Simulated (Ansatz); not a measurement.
**Br3HHfO: density, localisation and related maps**

```xyz
6

Br    2.5507   -0.6517    0.2046
Br   -0.8957   -1.9361   -1.5564
Br    0.1241    2.0091   -1.7082
Hf    0.1880   -0.0614   -0.3234
O    -0.7462    0.2423    1.2836
H    -1.2209    0.3978    2.0998
```

Geometry: PBE0-D4/def2-SVP; core potentials replace the inner electrons of Hf.

Computed with isolated molecule in a Gaussian basis; Kohn-Sham density functional theory, functional PBE0 (Ansatz 0.2.0).

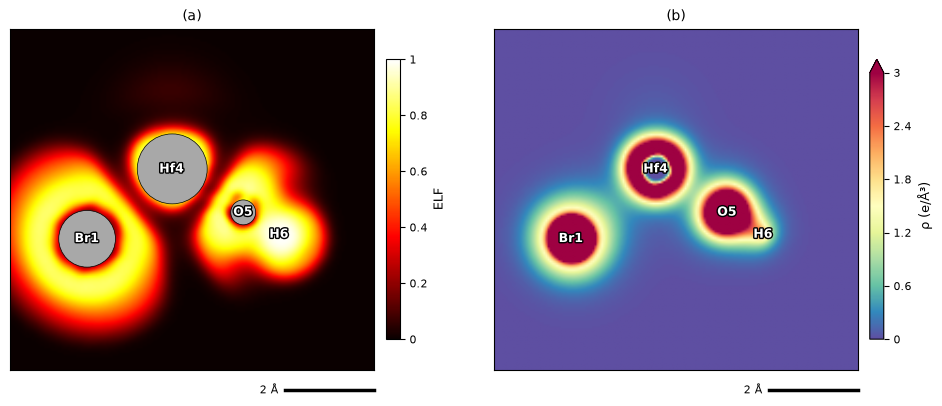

Figure 1. (a) ELF; (b) electron density on the plane of atoms Br1, Hf4 and O5. Grey discs cover the atomic cores in the ELF map.

Q: Describe what can be read from this map.

A: Atoms in the plane: Br, Hf, O and H.
Hf–O (1.88 Å): ρ is about 0.93 e/Å³ halfway; the ELF peaks at about 0.80 in the valence shell of O, 0.5 Å from its nucleus, and drops to about 0.20 between the two atoms.
Hf–Br (2.49 Å): ρ is about 0.53 e/Å³ halfway; the ELF peaks at about 0.80 in the valence shell of Br, 1.0 Å from its nucleus, and is about 0.45 at the midpoint.
O–H (0.96 Å): ρ is about 3.8 e/Å³ halfway; the ELF climbs to about 1 towards the hydrogen, as it does in any bond to H: a covalent bond by its length.

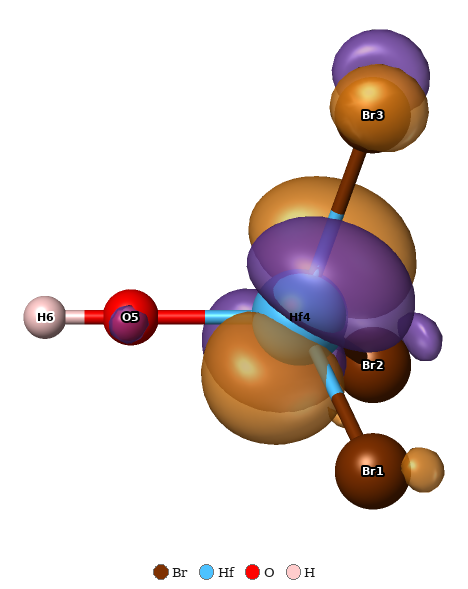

Figure 2. The LUMO at ±0.15 Å⁻³ᐟ² (orange and purple are the two phases), seen from one side.

Q: Describe this orbital and give its energy.

A: By Hirshfeld shares it lies mainly on Hf4 (about 65 %), Br1 (about 10 %), Br2 (about 10 %) and Br3 (about 10 %). It is one of a degenerate set, so its orientation is arbitrary. Its energy is −1.93 eV.

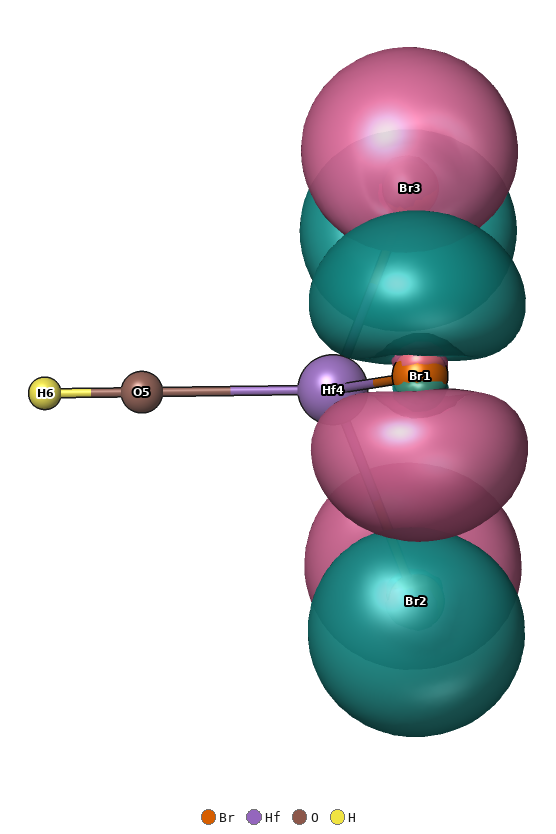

Figure 3. The HOMO at ±0.1 Å⁻³ᐟ² (teal and pink are the two phases), seen at a tilt.

Q: Where does this orbital lie, and at what energy?

A: It lies mainly on Br1 (about 30 %), Br2 (about 30 %) and Br3 (about 30 %); largely a combination of lone pairs on Br1, Br2 and Br3. Its energy is −8.62 eV.
